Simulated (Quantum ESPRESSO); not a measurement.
# CeO2 (Fm-3m): zone-centre phonons, part 2 of 2

Aim: the zone-centre modes of CeO2 (Fm-3m).

Quantum ESPRESSO 7.5; DFT LDA, scalar-relativistic, plane waves, JTH PAW pseudopotentials.

So far. Step 2 (A probe with smearing): A gap of 2.0 eV opens on this mesh, so the crystal is taken as an insulator; the start stands at -2.2 GPa. Step 4 (Ground state): The cell stands at 0.017 GPa, close enough for phonons. The relaxed cell has a = 5.387 Å (conventional setting).

**5. Linear response at Γ**

At q = 0 one unit cell holds all displacements; symmetry groups them into irreducible representations that are solved one by one. The response to a field gives ε∞ and the Born charges, which polar modes need.

ph.in reads:

```
phonons
&inputph
   prefix = 'x'
   outdir = './tmp'
   fildyn = 'g.dyn'
   tr2_ph = 1.0d-18
   epsil = .true.
/
0.000000000000 0.000000000000 0.000000000000
```

Command:

```console
$ OMP_NUM_THREADS=1 mpirun -n 4 ph.x -nk 4 -in ph.in > ph.out
```

What it wrote:

```text
[banners, grids, parts of the stress and lines that vanish by symmetry left out]
[banner, memory and clock lines left out]
Program PHONON v.7.5

     ./tmp/x.save/

     file Ce.upf: wavefunction(s)  6S 0P 5D 0D 0F renormalized
     file O.upf: wavefunction(s)  0S 2P 0P renormalized

     IMPORTANT: XC functional enforced from input :
     Exchange-correlation= PW
                           (   1   4   0   0   0   0   0)
     Any further DFT definition will be discarded
     Please, verify this is what you really want

     G-vector sticks info

     Reading collected, re-writing distributed wavefunctions in ./tmp/

     Number and degeneracy of irreps per q-point
       N         xq(1)         xq(2)         xq(3)   N irreps
       1   0.000000000   0.000000000   0.000000000       3
        3   3   3

     Calculation of q =    0.0000000   0.0000000   0.0000000

     phonons

     bravais-lattice index     =            0
     lattice parameter (alat)  =       7.1983  a.u.
     unit-cell volume          =     263.7430 (a.u.)^3
     number of atoms/cell      =            3
     number of atomic types    =            2
     kinetic-energy cut-off    =      50.0000  Ry
     charge density cut-off    =     250.0000  Ry
     convergence threshold     =      1.0E-18
     beta                      =       0.7000
     number of iterations used =            4
     Exchange-correlation= PW
                           (   1   4   0   0   0   0   0)

     celldm(1)=    7.19833  celldm(2)=    0.00000  celldm(3)=    0.00000
     celldm(4)=    0.00000  celldm(5)=    0.00000  celldm(6)=    0.00000

     crystal axes: (cart. coord. in units of alat)
               a(1) = (  0.0000  0.7071  0.7071 )
               a(2) = (  0.7071  0.0000  0.7071 )
               a(3) = (  0.7071  0.7071  0.0000 )

     reciprocal axes: (cart. coord. in units 2 pi/alat)
               b(1) = ( -0.7071  0.7071  0.7071 )
               b(2) = (  0.7071 -0.7071  0.7071 )
               b(3) = (  0.7071  0.7071 -0.7071 )

     Atoms inside the unit cell:

     Cartesian axes

     site n.  atom      mass           positions (alat units)
        1  Ce    140.1160   tau(    1) = (    0.00000    0.00000    0.00000  )
        2  O      15.9990   tau(    2) = (    0.35355    0.35355    0.35355  )
        3  O      15.9990   tau(    3) = (    1.06066    1.06066    1.06066  )

     Computing dynamical matrix for
                    q = (   0.0000000   0.0000000   0.0000000 )

     49 Sym.Ops. (with q -> -q+G )

     G cutoff =  328.1287  (  17573 G-vectors)     FFT grid: ( 40, 40, 40)
     G cutoff =  262.5030  (  12627 G-vectors)  smooth grid: ( 36, 36, 36)
     number of k points=    29
                       cart. coord. in units 2pi/alat
        k(    1) = (   0.0000000   0.0000000   0.0000000), wk =   0.0039062
        k(    2) = (   0.0883883   0.0883883  -0.0883883), wk =   0.0312500
        k(    3) = (   0.1767767   0.1767767  -0.1767767), wk =   0.0312500
        [... further k-points left out ...]

     PseudoPot. # 1 for Ce read from file:
     ./pseudo/Ce.upf
     Pseudo is Projector augmented-wave + core cor, Zval = 12.0
     Shape of augmentation charge: SINC**2
     Using radial grid of 1102 points,  8 beta functions with:
                l(1) =   0
                l(2) =   0
                l(3) =   1
                l(4) =   1
                l(5) =   2
                l(6) =   2
                l(7) =   3
                l(8) =   3
     Q(r) pseudized with 0 coefficients

     PseudoPot. # 2 for O  read from file:
     ./pseudo/O.upf
     Pseudo is Projector augmented-wave + core cor, Zval =  6.0
     Shape of augmentation charge: SINC**2
     Using radial grid of  943 points,  4 beta functions with:
                l(1) =   0
                l(2) =   0
                l(3) =   1
                l(4) =   1
     Q(r) pseudized with 0 coefficients

     Mode symmetry, O_h (m-3m)  point group:

     Electric field:
     Dielectric constant
     Born effective charges as d Force / d E

     Atomic displacements:
     There are    3 irreducible representations

     Representation     1      3 modes -  To be done

     Representation     2      3 modes -  To be done

     Representation     3      3 modes -  To be done

     Alpha used in Ewald sum =   2.4000

     Electric Fields Calculation

      iter #   1   av.it.:  11.2
      thresh= 1.000E-02 alpha_mix =  0.700 |ddv_scf|^2 =  3.762E-08

      iter #   2   av.it.:  18.1
      thresh= 1.939E-05 alpha_mix =  0.700 |ddv_scf|^2 =  6.383E-10

      iter #   3   av.it.:  18.4
      thresh= 2.526E-06 alpha_mix =  0.700 |ddv_scf|^2 =  3.791E-11

      iter #   4   av.it.:  18.3
      thresh= 6.157E-07 alpha_mix =  0.700 |ddv_scf|^2 =  3.586E-12

      iter #   5   av.it.:  18.1
      thresh= 1.894E-07 alpha_mix =  0.700 |ddv_scf|^2 =  4.557E-14

      iter #   6   av.it.:  17.8
      thresh= 2.135E-08 alpha_mix =  0.700 |ddv_scf|^2 =  1.763E-16

      iter #   7   av.it.:  18.6
      thresh= 1.328E-09 alpha_mix =  0.700 |ddv_scf|^2 =  9.552E-18

      iter #   8   av.it.:  18.6
      thresh= 3.091E-10 alpha_mix =  0.700 |ddv_scf|^2 =  7.015E-20

     End of electric fields calculation

          Dielectric constant in cartesian axis

          (       7.933775803      -0.000000000      -0.000000000 )
          (      -0.000000000       7.933775803       0.000000000 )
          (      -0.000000000      -0.000000000       7.933775803 )

          Effective charges (d Force / dE) in cartesian axis without acoustic sum rule applied (asr)

           atom    1  Ce    Mean Z*:        5.76451
      Ex  (        5.76451       -0.00000        0.00000 )
      Ey  (       -0.00000        5.76451       -0.00000 )
      Ez  (        0.00000       -0.00000        5.76451 )
           atom    2  O     Mean Z*:       -2.88139
      Ex  (       -2.88139        0.00000       -0.00000 )
      Ey  (        0.00000       -2.88139        0.00000 )
      Ez  (       -0.00000        0.00000       -2.88139 )
           atom    3  O     Mean Z*:       -2.88139
      Ex  (       -2.88139        0.00000        0.00000 )
      Ey  (        0.00000       -2.88139       -0.00000 )
      Ez  (        0.00000       -0.00000       -2.88139 )

          Effective charges Sum: Mean:        0.00174
              0.00174        0.00000        0.00000
              0.00000        0.00174        0.00000
             -0.00000       -0.00000        0.00174

          Effective charges (d Force / dE) in cartesian axis with asr applied:
           atom    1  Ce    Mean Z*:        5.76393
      E*x (        5.76393       -0.00000        0.00000 )
      E*y (       -0.00000        5.76393       -0.00000 )
      E*z (        0.00000       -0.00000        5.76393 )
           atom    2  O     Mean Z*:       -2.88196
      E*x (       -2.88196        0.00000       -0.00000 )
      E*y (        0.00000       -2.88196        0.00000 )
      E*z (       -0.00000        0.00000       -2.88196 )
           atom    3  O     Mean Z*:       -2.88196
      E*x (       -2.88196        0.00000        0.00000 )
      E*y (        0.00000       -2.88196       -0.00000 )
      E*z (        0.00000       -0.00000       -2.88196 )

     Representation #   1 modes #   1   2   3

     Self-consistent Calculation

      iter #   1   av.it.:  11.2
      thresh= 1.000E-02 alpha_mix =  0.700 |ddv_scf|^2 =  9.300E-07

      iter #   2   av.it.:  18.1
      thresh= 9.644E-05 alpha_mix =  0.700 |ddv_scf|^2 =  4.126E-08

      iter #   3   av.it.:  18.0
      thresh= 2.031E-05 alpha_mix =  0.700 |ddv_scf|^2 =  2.388E-11

      iter #   4   av.it.:  18.4
      thresh= 4.886E-07 alpha_mix =  0.700 |ddv_scf|^2 =  4.643E-13

      iter #   5   av.it.:  18.3
      thresh= 6.814E-08 alpha_mix =  0.700 |ddv_scf|^2 =  3.466E-15

      iter #   6   av.it.:  18.4
      thresh= 5.887E-09 alpha_mix =  0.700 |ddv_scf|^2 =  8.533E-18

[...]
End of self-consistent calculation

     Convergence has been achieved

     Representation #   2 modes #   4   5   6

     Self-consistent Calculation

[...]
End of self-consistent calculation

     Convergence has been achieved

     Representation #   3 modes #   7   8   9

     Self-consistent Calculation

[...]
iter #   2   av.it.:  18.9
      thresh= 9.090E-05 alpha_mix =  0.700 |ddv_scf|^2 =  1.046E-07

      iter #   3   av.it.:  18.4
      thresh= 3.234E-05 alpha_mix =  0.700 |ddv_scf|^2 =  1.639E-11

      iter #   4   av.it.:  18.6
      thresh= 4.049E-07 alpha_mix =  0.700 |ddv_scf|^2 =  5.307E-13

      iter #   5   av.it.:  18.8
      thresh= 7.285E-08 alpha_mix =  0.700 |ddv_scf|^2 =  1.410E-14

      iter #   6   av.it.:  18.1
      thresh= 1.188E-08 alpha_mix =  0.700 |ddv_scf|^2 =  7.861E-17

      iter #   7   av.it.:  17.9
      thresh= 8.866E-10 alpha_mix =  0.700 |ddv_scf|^2 =  5.316E-18

      iter #   8   av.it.:  18.7
      thresh= 2.306E-10 alpha_mix =  0.700 |ddv_scf|^2 =  2.652E-21

     End of self-consistent calculation

     Convergence has been achieved

     Number of q in the star =    1
     List of q in the star:
          1   0.000000000   0.000000000   0.000000000

          Dielectric constant in cartesian axis

          (       7.933775803      -0.000000000      -0.000000000 )
          (      -0.000000000       7.933775803       0.000000000 )
          (      -0.000000000      -0.000000000       7.933775803 )

          Effective charges (d Force / dE) in cartesian axis without acoustic sum rule applied (asr)

           atom    1  Ce    Mean Z*:        5.76451
      Ex  (        5.76451       -0.00000        0.00000 )
      Ey  (       -0.00000        5.76451       -0.00000 )
      Ez  (        0.00000       -0.00000        5.76451 )
           atom    2  O     Mean Z*:       -2.88139
      Ex  (       -2.88139        0.00000       -0.00000 )
      Ey  (        0.00000       -2.88139        0.00000 )
      Ez  (       -0.00000        0.00000       -2.88139 )
           atom    3  O     Mean Z*:       -2.88139
      Ex  (       -2.88139        0.00000        0.00000 )
      Ey  (        0.00000       -2.88139       -0.00000 )
      Ez  (        0.00000       -0.00000       -2.88139 )

          Effective charges Sum: Mean:        0.00174
              0.00174        0.00000        0.00000
              0.00000        0.00174        0.00000
             -0.00000       -0.00000        0.00174

          Effective charges (d Force / dE) in cartesian axis with asr applied:
           atom    1  Ce    Mean Z*:        5.76393
      E*x (        5.76393       -0.00000        0.00000 )
      E*y (       -0.00000        5.76393       -0.00000 )
      E*z (        0.00000       -0.00000        5.76393 )
           atom    2  O     Mean Z*:       -2.88196
      E*x (       -2.88196        0.00000       -0.00000 )
      E*y (        0.00000       -2.88196        0.00000 )
      E*z (       -0.00000        0.00000       -2.88196 )
           atom    3  O     Mean Z*:       -2.88196
      E*x (       -2.88196        0.00000        0.00000 )
      E*y (        0.00000       -2.88196       -0.00000 )
      E*z (        0.00000       -0.00000       -2.88196 )

     Diagonalizing the dynamical matrix

     q = (    0.000000000   0.000000000   0.000000000 )

 **************************************************************************
     freq (    1) =      -0.020036 [THz] =      -0.668319 [cm-1]
     freq (    2) =      -0.020036 [THz] =      -0.668319 [cm-1]
     freq (    3) =      -0.020036 [THz] =      -0.668319 [cm-1]
     freq (    4) =       9.001209 [THz] =     300.247999 [cm-1]
     freq (    5) =       9.001209 [THz] =     300.247999 [cm-1]
     freq (    6) =       9.001209 [THz] =     300.247999 [cm-1]
     freq (    7) =      13.335439 [THz] =     444.822373 [cm-1]
     freq (    8) =      13.335439 [THz] =     444.822373 [cm-1]
     freq (    9) =      13.335439 [THz] =     444.822373 [cm-1]
 **************************************************************************

     Mode symmetry, O_h (m-3m)  point group:

     freq (   1-   3) =         -0.7  [cm-1]   --> T_1u G_15  G_4- I
     freq (   4-   6) =        300.2  [cm-1]   --> T_1u G_15  G_4- I
     freq (   7-   9) =        444.8  [cm-1]   --> T_2g G_25' G_5+ R
```

Elapsed: 3.6 min, on 4 MPI ranks of Arm Neoverse V2, shared host; 14 min of CPU time.

Read from the output:

| Property | Result |
| --- | --- |
| miss of the charge sum rule | 0.001730 e |
| largest acoustic frequency at the zone centre before the sum rule | -0.67 cm⁻¹ |
| highest optical zone-centre mode (no LO-TO term) | 444.8 cm⁻¹ |
| lowest optical zone-centre mode | 300.2 cm⁻¹ |
| mean high-frequency dielectric constant | 7.934 |
| largest Born charge in size (third of the trace) | 5.764 e |

Born charge (rows field, columns displacement), before the sum rule (e), principal values of the symmetric part by kind of site:

```tsv
atom	atoms with these values	low	middle	high	mean
Ce1	1	5.76	5.76	5.76	5.76
O2	2	-2.88	-2.88	-2.88	-2.88
```

In full for O2:

```
-2.88  0.00  0.00
 0.00 -2.88  0.00
 0.00  0.00 -2.88
```

High-frequency dielectric tensor:

```
7.93 0.00 0.00
0.00 7.93 0.00
0.00 0.00 7.93
```

The acoustic modes at Γ come out as far as 0.7 cm⁻¹ from zero, where they should vanish, a small numerical error; the Born charges miss their sum rule by 0.0017 e, which is good.

**6. Zone-centre analysis**

A rigid shift of the crystal must cost nothing, but grids and finite bases break this; the acoustic sum rule is imposed before the matrix is diagonalised again. With Born charges the intensities follow, and the static dielectric tensor.

dynmat.in reads:

```
&input
   fildyn = 'g.dyn'
   asr = 'simple'
   fileig = 'dynmat.eig'
   lperm = .true.
/
```

Command:

```console
$ dynmat.x -in dynmat.in > dynmat.out
```

What it wrote:

```text
[banner, memory and clock lines left out]
Program DYNMAT v.7.5

     Reading Dynamical Matrix from file g.dyn
     ...Force constants read
     ...epsilon and Z* read
     A direction for q was not specified:TO-LO splitting will be absent

     Polarizability (A^3 units)
     multiply by 0.302000 for Clausius-Mossotti correction
        21.564742   -0.000000   -0.000000
        -0.000000   21.564742   -0.000000
        -0.000000    0.000000   21.564742

     IR activities are in (D/A)^2/amu units

# mode   [cm-1]    [THz]      IR
    1      0.00    0.0000    0.0000
    2      0.00    0.0000    0.0000
    3      0.00    0.0000    0.0000
    4    300.25    9.0013   29.4246
    5    300.25    9.0013   29.4246
    6    300.25    9.0013   29.4246
    7    444.83   13.3355    0.0000
    8    444.83   13.3355    0.0000
    9    444.83   13.3355    0.0000

Electronic dielectric permittivity tensor (relative, adimensional)
         7.933776   -0.000000   -0.000000
        -0.000000    7.933776   -0.000000
        -0.000000    0.000000    7.933776

 ... with zone-center polar mode contributions
        25.745607   -0.000000   -0.000000
        -0.000000   25.745607   -0.000000
        -0.000000   -0.000000   25.745607

[end of the log left out, with the tail of the file of modes that dynmat.x writes under the same name]
```

The job ended after 0.47 s (1 thread).

Read from the output:

| Property | Result |
| --- | --- |
| mean static dielectric constant | 25.75 |

Unit eigenvectors of the mass-weighted matrix after the sum rule; no LO-TO term. Modes at Γ, with each element's share of the kinetic energy:

```tsv
mode	frequency (cm⁻¹)	symmetry	Ce %	O %
1	0.0	acoustic	81	19
2	0.0	acoustic	81	19
3	0.0	acoustic	81	19
4	300.2	T1u	19	81
5	300.2	T1u	19	81
6	300.2	T1u	19	81
7	444.8	T2g	0	100
8	444.8	T2g	0	100
9	444.8	T2g	0	100
```

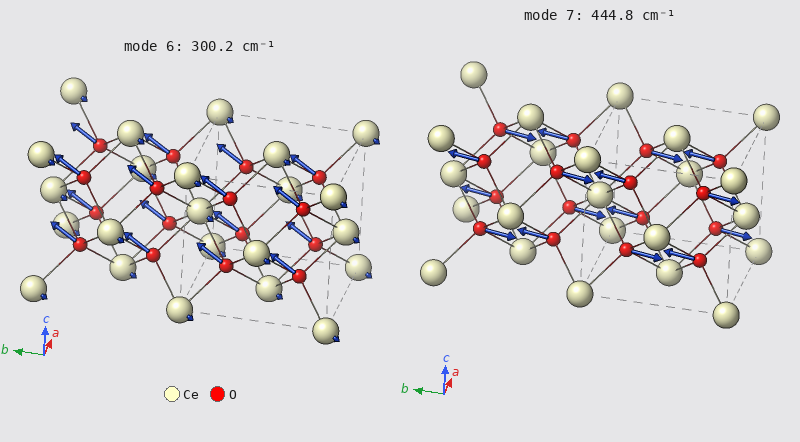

Displacement patterns of modes 6 and 7 at Γ; arrows are exaggerated. 1×2×1 conventional cells are drawn. Some periodic images of atoms are drawn too.

Degenerate modes summed, no LO-TO term. Infrared lines, with heights relative to the strongest:

```tsv
position (cm⁻¹)	lines merged	label	IR intensity, relative
300	3	T1u	100
445	3	T2g	0.0
```

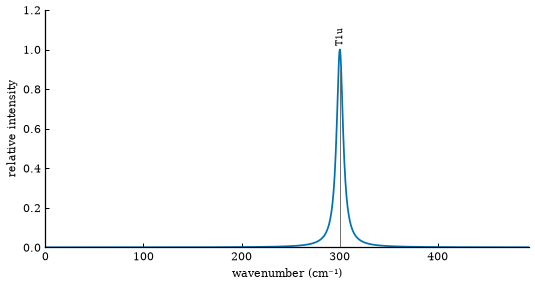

The infrared spectrum, broadened with Lorentzians of width 8 cm⁻¹; bars mark the lines.

Static dielectric tensor (ions relaxed, fixed cell):

```
25.75  0.00  0.00
 0.00 25.75  0.00
 0.00  0.00 25.75
```

The rule moves no optical mode by more than 0.1 cm⁻¹.

**7. Modes along a direction of q (1 0 0)**

A longitudinal polar mode sets up a macroscopic field that stiffens it; the term hangs on the direction from which q goes to zero.

dynmat.in reads:

```
&input
   fildyn = 'g.dyn'
   asr = 'simple'
   fileig = 'dynmat.eig'
   q(1) = 1.0
   q(2) = 0.0
   q(3) = 0.0
/
```

Command:

```console
$ dynmat.x -in dynmat.in > dynmat.out
```

What it wrote:

```text
[banner, memory and clock lines left out]
Program DYNMAT v.7.5

     Reading Dynamical Matrix from file g.dyn
     ...Force constants read
     ...epsilon and Z* read

     Polarizability (A^3 units)
     multiply by 0.302000 for Clausius-Mossotti correction
        21.564742   -0.000000   -0.000000
        -0.000000   21.564742   -0.000000
        -0.000000    0.000000   21.564742

     IR activities are in (D/A)^2/amu units

# mode   [cm-1]    [THz]      IR
    1     -0.00   -0.0000    0.0000
    2      0.00    0.0000    0.0000
    3      0.00    0.0000    0.0000
    4    300.25    9.0013   29.4246
    5    300.25    9.0013   29.4246
    6    444.83   13.3355    0.0000
    7    444.83   13.3355    0.0000
    8    444.83   13.3355    0.0000
    9    540.88   16.2150   29.4246

[end of the log left out, with the tail of the file of modes that dynmat.x writes under the same name]
```

It took 0.47 s on 1 thread.

Read from the output:

* highest mode moved by the LO-TO term: 540.9 cm⁻¹

Zone-centre frequencies as printed; negative means imaginary. Modes:

```tsv
mode	frequency (cm⁻¹)
1	0
2	0
3	0
4	300.2
5	300.2
6	444.8
7	444.8
8	444.8
9	540.9
```

The field moves one mode, from 300 to 541 cm⁻¹; the others stay.

**8. What came out**

| Quantity | Value |
| --- | --- |
| space group after relaxation | Fm-3m |
| volume per atom | 13.0 Å³ |
| gap on the k-mesh | 1.94 eV |
| highest optical zone-centre mode (no LO-TO term) | 444.8 cm⁻¹ |
| lowest optical zone-centre mode | 300.2 cm⁻¹ |
| highest mode moved by the LO-TO term | 540.9 cm⁻¹ |
| mean high-frequency dielectric constant | 7.93 |
| largest Born charge in size (third of the trace) | 5.76 e |
| mean static dielectric constant | 25.7 |
| imaginary optical modes at the zone centre (no q mesh in this session) | none |

In words: At the LDA level the optical modes of CeO2 (Fm-3m) at the zone centre (no LO-TO term) run from 300 to 445 cm⁻¹. Along the directions run, the highest mode that the macroscopic field moves lies at 541 cm⁻¹. Lattice motion raises the mean dielectric constant from 7.934 to 25.75. Of the 6 optical modes, 3 are infrared active alone and 3 are Raman active alone; inversion symmetry keeps the two sets apart. Left out of this account: PBE with JTH PAW, since it is gradient-corrected and no frozen-mode check or second program bears its response out. What is said of the levels holds for those shown. These are harmonic frequencies at zero temperature: anharmonic shifts and linewidths and thermal expansion are left out. Spin-orbit coupling is left out, which can matter for the heavy elements here.

Calculation against experiment:

| quantity | measured | LDA JTH, Quantum ESPRESSO |
| --- | --- | --- |
| lattice constant a (Å) | 5.41168 | 5.387 (-0.5 %) |
| Raman mode, F2g (cm⁻¹) | 465 | 445 (-4.3 %) |

Measured values from pmc:5294393 (2017) and arxiv:1205.3334 (2012).

How well it matches: The lattice constant a is off by -0.5 %: good agreement. The Raman mode is off by -4.3 %: fair agreement. The grades are ours: good and fair within 0.7 and 1.5 % for the lattice constant a and 3 and 7 % for the Raman mode. Zero-point motion and thermal expansion (measured at up to 300 K) are not in the computed lattice constants and Raman mode.

[Host names and launcher messages were left out of these logs when they were recorded.]

[Logs are printed without paths, hosts, clocks, repeated set-up lines and the standing remarks that a program may print on its own settings, such as how far it seeks lower states.]

[Hosts, paths, dates, database ids (printed as entryN), source tags and the programs' standing remarks are cut or masked in the printed files.]
